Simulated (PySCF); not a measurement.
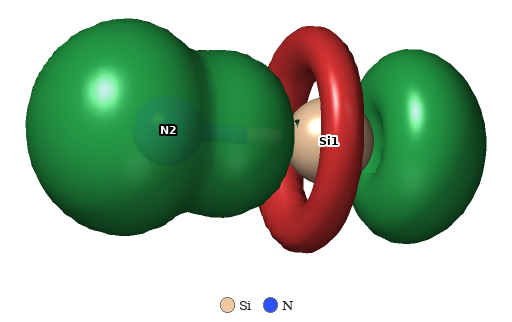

*SiN (doublet). Isosurfaces of the spin density at +0.03 (green) and −0.03 e/Å³ (red), seen from one side.*

Theory: PBE0/def2-SVPD, non-relativistic Hamiltonian with scalar-relativistic core potentials where named, at a bond length of 1.578 Å in PySCF.

Question: Describe the spin distribution.

Answer: The unpaired spin (1 electron) lies mostly on N2 (about 0.9) and Si1 (about 0.1), in electrons by Hirshfeld's partition.
